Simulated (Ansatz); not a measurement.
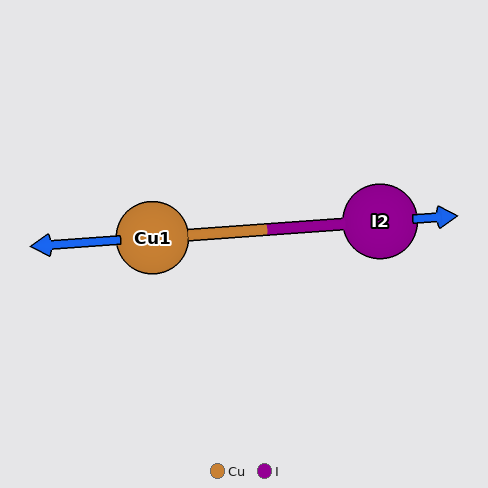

The arrows show one normal mode. The species is neutral and a spin singlet. Harmonic vibrations computed with RKS PBE0-D4/def2-TZVP, core potentials on I (Ansatz 0.2.0) at a stationary point of the same level.

**What kind of motion is it?**

Mostly Cu–I stretching.

**At what wavenumber does it lie?**

254 cm⁻¹; it is mode 1 of 1 counted from the lowest.
